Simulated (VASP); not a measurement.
# NiSb (Breithauptite) with AM05 + U: from relaxation to properties, part 10 of 11

Aim: relax NiSb (Breithauptite), then compute properties on the relaxed cell. The start is a cell from a database of measured crystal structures.

VASP 6.6.1, plane waves and PAW; the level of theory is named at each step.

Still holding for the runs below: This run allows spin, but its moments start at zero, where symmetry between the spins tends to hold them, although Ni can carry a moment. A U on the itinerant d states of such a compound is hard to justify; it moves the bands at the Fermi level.

So far. Step 10 (Single point with fields (AM05 + U)): In this run the pressure is 0.00 GPa, small enough to go on. Step 11 (Bands along the symmetry lines (AM05 + U)): There is no gap at this level. The relaxed cell has a = 3.849, c = 5.045 Å (conventional setting).

The database entry behind the starting cell differs from later determinations by our own check (c about 0.3 % short), so it need not match the best structure at ambient conditions.

### 12. Total and projected DOS (AM05 + U)

Level of this step: AM05, DFT+U (Ni d 4 eV), zero-moment start; plane waves and PAW (Ni, Sb) (VASP).

A density of states needs more k-points than a total energy; ISMEAR = -5 takes tetrahedra, and LORBIT projects the states on the PAW spheres. The mesh is finer than in the run before.

INCAR

```
SYSTEM = NiSb
PREC = Accurate
ENCUT = 400
EDIFF = 1E-06
NELM = 100
ISMEAR = -5
SIGMA = 0.05
LREAL = .FALSE.
ALGO = Normal
GGA = AM
NBANDS = 31
ISPIN = 2
MAGMOM = -0 -0 0 0
LDAU = .TRUE.
LDAUTYPE = 2
LDAUL = 2 -1
LDAUU = 4 0
LDAUJ = 0 0
LDAUPRINT = 1
LASPH = .TRUE.
LMAXMIX = 4
LORBIT = 11
LWAVE = .FALSE.
LCHARG = .FALSE.
KPAR = 8
NEDOS = 2001
```

POSCAR

```
NiSb
1.0
    3.8489803542      0.0000000000      0.0000000000
   -1.9244901771      3.3333147654      0.0000000000
    0.0000000000      0.0000000000      5.0447321156
Ni Sb
2 2
Direct
    0.0000000000      0.0000000000      0.0000000000
    0.0000000000      0.0000000000      0.5000000000
    0.3333333333      0.6666666667      0.2500000000
    0.6666666667      0.3333333333      0.7500000000
```

KPOINTS

```
Automatic mesh
0
Gamma
9 9 6
0 0 0
```

The projector-augmented-wave data sets are Ni and Sb (PBE family, release 64).

Launch:

```sh
$ mpirun -np 8 vasp_std
```

Log:

```text
[... set-up lines as in an earlier step ...]
 entering main loop
       N       E                     dE             d eps       ncg     rms          rms(c)
DAV:   1     0.170647562177E+03    0.17065E+03   -0.98130E+03  5976   0.831E+02
DAV:   2    -0.484900536191E+01   -0.17550E+03   -0.16236E+03  6170   0.214E+02
DAV:   3    -0.173694838605E+02   -0.12520E+02   -0.12184E+02  6921   0.678E+01
DAV:   4    -0.176089742018E+02   -0.23949E+00   -0.23909E+00  6842   0.928E+00
DAV:   5    -0.176151953314E+02   -0.62211E-02   -0.62178E-02  7020   0.145E+00    0.110E+01
DAV:   6    -0.177804170091E+02   -0.16522E+00   -0.42494E+00  6881   0.346E+01    0.767E+00
DAV:   7    -0.170061067949E+02    0.77431E+00   -0.21716E+00  7504   0.267E+01    0.434E+00
DAV:   8    -0.169277219897E+02    0.78385E-01   -0.32491E-01  7630   0.527E+00    0.475E-01
DAV:   9    -0.169276338498E+02    0.88140E-04   -0.16743E-02  7029   0.877E-01    0.307E-01
DAV:  10    -0.169277104754E+02   -0.76626E-04   -0.25824E-03  6948   0.363E-01    0.124E-01
DAV:  11    -0.169278536574E+02   -0.14318E-03   -0.58503E-04  8684   0.237E-01    0.643E-02
DAV:  12    -0.169278434113E+02    0.10246E-04   -0.98162E-05  6498   0.676E-02    0.383E-02
DAV:  13    -0.169278298474E+02    0.13564E-04   -0.98061E-06  7499   0.174E-02    0.619E-03
DAV:  14    -0.169278258873E+02    0.39601E-05   -0.10560E-06  4723   0.834E-03    0.480E-03
DAV:  15    -0.169278238482E+02    0.20391E-05   -0.26762E-07  3501   0.374E-03    0.299E-03
DAV:  16    -0.169278230289E+02    0.81926E-06   -0.89447E-08  3326   0.180E-03
   1 F= -.16927823E+02 E0= -.16927823E+02  d E =0.000000E+00  mag=    -0.0000
 -----------------------------------------------------------------------------
|                                                                             |
|           W    W    AA    RRRRR   N    N  II  N    N   GGGG   !!!           |
|           W    W   A  A   R    R  NN   N  II  NN   N  G    G  !!!           |
|           W    W  A    A  R    R  N N  N  II  N N  N  G       !!!           |
|           W WW W  AAAAAA  RRRRR   N  N N  II  N  N N  G  GGG   !            |
|           WW  WW  A    A  R   R   N   NN  II  N   NN  G    G                |
|           W    W  A    A  R    R  N    N  II  N    N   GGGG   !!!           |
|                                                                             |
|     Tetrahedron method does not include variations of the Fermi             |
|     occupations, so forces and stress will be inaccurate. We suggest        |
|     using a different smearing scheme ISMEAR = 1 or 2 for metals in         |
|     relaxations.                                                            |
|                                                                             |
 -----------------------------------------------------------------------------
```

Wall time 35 s (8 MPI ranks of AMD EPYC 7R43, shared host); peak memory 2 GiB.

From OUTCAR (step 12):

```text
   k-points           NKPTS =     48   k-points in BZ     NKDIM =     48   number of bands    NBANDS=     31

   NELECT =      30.0000    total number of electrons

atom =   1  type =  1  l = 2

 onsite density matrix

spin component  1

  0.8739  0.0000  0.0000  0.0462 -0.0000
  0.0000  0.8648 -0.0000  0.0000  0.0462
  0.0000 -0.0000  0.8903 -0.0000 -0.0000
  0.0462  0.0000 -0.0000  0.8648  0.0000
 -0.0000  0.0462 -0.0000  0.0000  0.8739

spin component  2

 occupancies and eigenvectors

  o =  0.8229  v =  0.0000  0.7411 -0.0000 -0.0000 -0.6714  0.0000  0.0000  0.0000  0.0000  0.0000      0.0000  0.0000  0.0000  0.0000  0.0000  0.0000  0.0000  0.0000  0.0000  0.0000
  o =  0.8229  v = -0.6714  0.0000  0.0000  0.7411 -0.0000  0.0000  0.0000  0.0000  0.0000  0.0000      0.0000  0.0000  0.0000  0.0000  0.0000  0.0000  0.0000  0.0000  0.0000  0.0000
  o =  0.8229  v =  0.0000  0.0000  0.0000  0.0000  0.0000  0.0001 -0.7411  0.0000 -0.0001  0.6714      0.0000  0.0000  0.0000  0.0000  0.0000  0.0000  0.0000  0.0000  0.0000  0.0000
  o =  0.8229  v =  0.0000  0.0000  0.0000  0.0000  0.0000  0.6714  0.0001 -0.0000 -0.7411 -0.0001      0.0000  0.0000  0.0000  0.0000  0.0000  0.0000  0.0000  0.0000  0.0000  0.0000
  o =  0.8903  v =  0.0000 -0.0000 -1.0000  0.0000 -0.0000  0.0000  0.0000  0.0000  0.0000  0.0000      0.0000  0.0000  0.0000  0.0000  0.0000  0.0000  0.0000  0.0000  0.0000  0.0000
  o =  0.8903  v =  0.0000  0.0000  0.0000  0.0000  0.0000  0.0000 -0.0000 -1.0000  0.0000 -0.0000      0.0000  0.0000  0.0000  0.0000  0.0000  0.0000  0.0000  0.0000  0.0000  0.0000
  o =  0.9157  v =  0.0000 -0.6714  0.0000 -0.0000 -0.7411  0.0000  0.0000  0.0000  0.0000  0.0000      0.0000  0.0000  0.0000  0.0000  0.0000  0.0000  0.0000  0.0000  0.0000  0.0000
  o =  0.9157  v = -0.7411  0.0000 -0.0000 -0.6714  0.0000  0.0000  0.0000  0.0000  0.0000  0.0000      0.0000  0.0000  0.0000  0.0000  0.0000  0.0000  0.0000  0.0000  0.0000  0.0000
  o =  0.9157  v =  0.0000  0.0000  0.0000  0.0000  0.0000 -0.0001 -0.6714  0.0000 -0.0001 -0.7411      0.0000  0.0000  0.0000  0.0000  0.0000  0.0000  0.0000  0.0000  0.0000  0.0000
  o =  0.9157  v =  0.0000  0.0000  0.0000  0.0000  0.0000  0.7411 -0.0001  0.0000  0.6714 -0.0001      0.0000  0.0000  0.0000  0.0000  0.0000  0.0000  0.0000  0.0000  0.0000  0.0000

atom =   2  type =  1  l = 2

 onsite density matrix

spin component  1

  0.8739 -0.0000  0.0000 -0.0462 -0.0000
 -0.0000  0.8648  0.0000  0.0000 -0.0462
  0.0000  0.0000  0.8903  0.0000 -0.0000
 -0.0462  0.0000  0.0000  0.8648 -0.0000
 -0.0000 -0.0462 -0.0000 -0.0000  0.8739

spin component  2

 occupancies and eigenvectors

  o =  0.8229  v = -0.0001 -0.7411 -0.0000 -0.0001 -0.6714  0.0000  0.0000  0.0000  0.0000  0.0000      0.0000  0.0000  0.0000  0.0000  0.0000  0.0000  0.0000  0.0000  0.0000  0.0000
  o =  0.8229  v = -0.6714  0.0001  0.0000 -0.7411  0.0001  0.0000  0.0000  0.0000  0.0000  0.0000      0.0000  0.0000  0.0000  0.0000  0.0000  0.0000  0.0000  0.0000  0.0000  0.0000
  o =  0.8229  v =  0.0000  0.0000  0.0000  0.0000  0.0000 -0.0001 -0.7411 -0.0000 -0.0001 -0.6714      0.0000  0.0000  0.0000  0.0000  0.0000  0.0000  0.0000  0.0000  0.0000  0.0000
  o =  0.8229  v =  0.0000  0.0000  0.0000  0.0000  0.0000 -0.6714  0.0001  0.0000 -0.7411  0.0001      0.0000  0.0000  0.0000  0.0000  0.0000  0.0000  0.0000  0.0000  0.0000  0.0000
  o =  0.8903  v = -0.0000 -0.0000  1.0000  0.0000  0.0000  0.0000  0.0000  0.0000  0.0000  0.0000      0.0000  0.0000  0.0000  0.0000  0.0000  0.0000  0.0000  0.0000  0.0000  0.0000
  o =  0.8903  v =  0.0000  0.0000  0.0000  0.0000  0.0000  0.0000  0.0000 -1.0000 -0.0000 -0.0000      0.0000  0.0000  0.0000  0.0000  0.0000  0.0000  0.0000  0.0000  0.0000  0.0000
  o =  0.9157  v =  0.0001 -0.6714 -0.0000 -0.0001  0.7411  0.0000  0.0000  0.0000  0.0000  0.0000      0.0000  0.0000  0.0000  0.0000  0.0000  0.0000  0.0000  0.0000  0.0000  0.0000
  o =  0.9157  v =  0.7411  0.0001  0.0000 -0.6714 -0.0001  0.0000  0.0000  0.0000  0.0000  0.0000      0.0000  0.0000  0.0000  0.0000  0.0000  0.0000  0.0000  0.0000  0.0000  0.0000
  o =  0.9157  v =  0.0000  0.0000  0.0000  0.0000  0.0000 -0.0001  0.6714  0.0000  0.0001 -0.7411      0.0000  0.0000  0.0000  0.0000  0.0000  0.0000  0.0000  0.0000  0.0000  0.0000
  o =  0.9157  v =  0.0000  0.0000  0.0000  0.0000  0.0000  0.7411  0.0001  0.0000 -0.6714 -0.0001      0.0000  0.0000  0.0000  0.0000  0.0000  0.0000  0.0000  0.0000  0.0000  0.0000

 E-fermi :  10.5110

 spin component 1
 k-point     1 :       0.0000    0.0000    0.0000
  band No.  band energies     occupation
    ...
      9       7.7716      1.00000
     10       7.7716      1.00000
     11       8.6316      1.00000
     12       8.6316      1.00000
     13      10.0837      1.00000
     14      11.4347     -0.29406
     15      11.4347      0.00000
     16      13.1351      0.00000
     17      13.1351      0.00000
     18      13.8943      0.00000
    ...

 k-point     2 :       0.1111    0.0000    0.0000
  band No.  band energies     occupation
    ...
     10       7.8027      1.00000
     11       8.6128      1.00000
     12       8.6316      1.00000
     13      10.0324      1.00000
     14      10.2186      0.89254
     15      10.7760      0.19883
     16      12.5161      0.00000
     17      13.7125      0.00000
     18      14.6378      0.00000
     19      15.2112      0.00000
    ...

  Total       -0.0098923     -0.0098923     -0.2330693      0.0000000      0.0000000      0.0000000
  in kB       -0.2448776     -0.2448776     -5.7694656      0.0000000      0.0000000      0.0000000
  external PRESSURE =      -2.0864069 kB  Pullay stress =       0.0000000 kB

 POSITION                                       TOTAL-FORCE (eV/Angst)
 -----------------------------------------------------------------------------------
      0.00000      0.00000      0.00000         0.000000      0.000000      0.000000
      0.00000      0.00000      2.52237         0.000000      0.000000      0.000000
     -0.00000      2.22221      1.26118         0.000000     -0.000000     -0.000000
      1.92449      1.11110      3.78355        -0.000000      0.000000      0.000000
 -----------------------------------------------------------------------------------
    total drift:                               -0.000000      0.000000      0.000000

  FREE ENERGIE OF THE ION-ELECTRON SYSTEM (eV)
  ---------------------------------------------------
  free  energy   TOTEN  =       -16.9278230289 eV

  energy  without entropy=      -16.9278230289  energy(sigma->0) =      -16.92782303

 magnetization (x)
# of ion       s       p       d       tot
------------------------------------------
    1       -0.000   0.000  -0.000  -0.000
    2       -0.000   0.000  -0.000  -0.000
    3        0.000   0.000  -0.000   0.000
    4        0.000   0.000  -0.000   0.000
--------------------------------------------------
tot          0.000   0.000  -0.000  -0.000

[... 7 parts as in an earlier step ...]

[... 9 further parts left out ...]
```

With tetrahedra the forces and stress of a metal are not exact derivatives of the energy.

This step gave:

| Quantity | Value |
| --- | --- |
| electronic steps | 16 |
| irreducible k points | 48 |
| free energy (TOTEN) | -16.93 eV |
| Fermi energy | 10.51 eV |
| pressure | -0.2086 GPa |
| DOS at the Fermi level | 1.641 states/eV/cell |

The density of states has structure finer than the step of the table below, so its rows give means over 1 eV, whole bins alone (the curve runs from -12.0 to 5.84 eV). Peaks (eV: height): total -3.9: 7.49, -3.3: 10.6, -2.6: 15.8, -2.0: 9.37; Ni d -3.9: 4.65, -3.3: 7.56, -2.6: 13.9, -2.0: 8.46; Sb p -4.2: 0.705, -3.9: 0.838, -3.3: 0.902, -2.9: 0.568; Ni p -3.9: 0.213, -3.3: 0.370, -2.9: 0.440, -2.7: 0.223; Ni s -6.3: 0.369, -3.9: 0.279, -2.6: 0.157, 5.8: 0.396.

States under -12.0 eV and over 5.8 eV are left out; both spin channels agree and are summed. The density of states by energy, zero at the Fermi level; means over each step; values in states/eV/cell:

```
energy (eV)    total    Ni d     Sb p     Ni p    Ni s     Sb s
        -11    0.982  0.0162   0.0203   0.0484  0.0651    0.460
        -10     1.62  0.0944   0.0240   0.0745  0.0569    0.835
         -9    0.645  0.0520  0.00900   0.0299  0.0149    0.349
         -8  0.00380  1.0e-4   3.7e-5   3.1e-4  4.9e-5  0.00215
         -7    0.104  0.0108   0.0234  0.00492  0.0164  0.00250
         -6     1.96   0.325    0.431   0.0874   0.237   0.0626
         -5     1.85   0.628    0.347   0.0760   0.126   0.0540
         -4     4.44    2.73    0.544    0.130   0.122   0.0218
         -3     9.38    7.36    0.506    0.266  0.0641   0.0298
         -2     5.05    4.27    0.182    0.105  0.0522   0.0227
         -1     2.30    1.44    0.247    0.127  0.0359   0.0493
          0     1.79   0.815    0.294    0.121  0.0383    0.104
          1     1.25   0.437    0.264   0.0900  0.0309   0.0781
          2     1.70   0.469    0.446    0.113  0.0504   0.0929
          3     1.57   0.381    0.485   0.0772  0.0446   0.0541
          4     1.04   0.197    0.230   0.0341  0.0954   0.0181
          5     1.74   0.186    0.180    0.102   0.241   0.0470
```

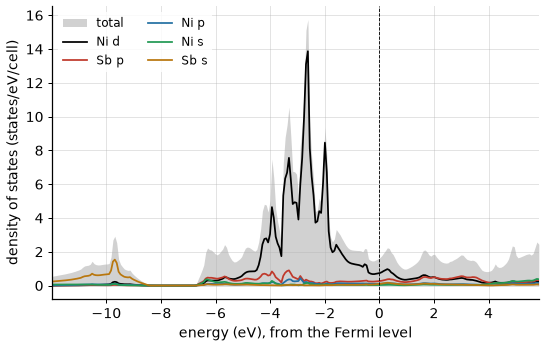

Density of states, plotted against energy.

The finer mesh and the other smearing move the Fermi level by -0.05 eV from the 6×6×4 run, one measure of the sampling error in the zero of the bands above. Of the states within 0.3 eV of the Fermi level, the largest shares in the PAW spheres are Ni d 45 %, Sb p 16 % and Ni p 7 %. The rest lies in smaller channels or between the spheres.

(Part 10 of 11 ends here.)

[Lines on the potential files, build, host, timing and source positions are cut from VASP's logs without a mark.]

[Logs are printed without paths, hosts, clocks, repeated set-up lines and the standing remarks that a program may print on its own settings, such as how far it seeks lower states.]

[Hosts, paths, dates, database ids (printed as entryN), source tags and the programs' standing remarks are cut or masked in the printed files.]

[A measured line is paired with the nearest computed mode of its activity, which favours agreement.]
